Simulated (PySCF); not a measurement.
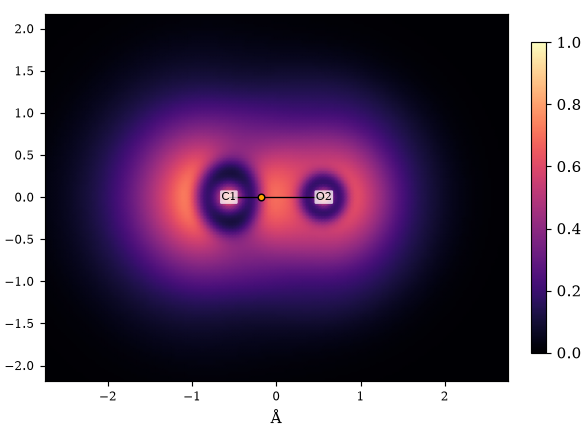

CO, SMILES `[C-]#[O+]`. Localised orbital locator (LOL) in a plane that holds the bond, with bond paths and bond critical points (dots).

PySCF calculation, HF/6-311+G**, gas phase; geometry: GFN2-xTB. No frequency check shows the geometry to be a minimum.

Input

```python
import numpy as np
from pyscf import gto, scf, dft
from pyscf.scf import atom_ks, atom_hf
from scipy.linalg import block_diag

def solve(mol, dm0=None, hcore=None):
    mf = scf.UHF(mol) if mol.spin else scf.RHF(mol)
    mf = mf.density_fit(auxbasis='def2-universal-jkfit')
    mf.conv_tol, mf.max_cycle = 1e-8, 80
    if hcore is not None:
        mf.get_hcore = lambda *args: hcore
    mf.kernel(dm0)
    if not mf.converged:
        mf = mf.newton().run(mf.mo_coeff, mf.mo_occ, max_cycle=30)
    assert mf.converged, 'SCF not converged'
    return mf

mol = gto.M(atom='''
C      0.64418     0.00000     0.00000
O     -0.48314     0.00000     0.00000
''', basis='6-311+g**', charge=0, spin=0, verbose=4)
mf = solve(mol)
mf.analyze()
# spherically averaged free atoms, for the promolecule
atm = scf.atom_hf.get_atm_nrhf(mol)
pro = block_diag(*[(atm[a[0]][2] * atm[a[0]][3]) @ atm[a[0]][2].T for a in mol._atom])
np.savez('result.npz', e=mf.e_tot, c=mf.mo_coeff, occ=mf.mo_occ, eps=mf.mo_energy, pro=pro, dip=mf.dip_moment(verbose=0), s2=mf.spin_square()[0])
```

Launched as:

```sh
OMP_NUM_THREADS=1 python input.py
```

The run took 0.62 s on 1 thread of Intel(R) Xeon(R) 6975P-C (Granite Rapids), with other jobs on the host, peak memory 0.17 GiB.

Partitions, critical points and surface values were worked out afterwards from this run's density.

**What values does LOL take at the bond critical points in this plane?**

C1–O2: about 0.44. Values above 0.5 mark slow, localised electrons, as in shared pairs; low values at a critical point mark a polar or closed-shell contact whose critical point lies between the shells.

**Where along C1–O2 does the critical point lie?**

0.38 Å from C1 and 0.75 Å from O2.
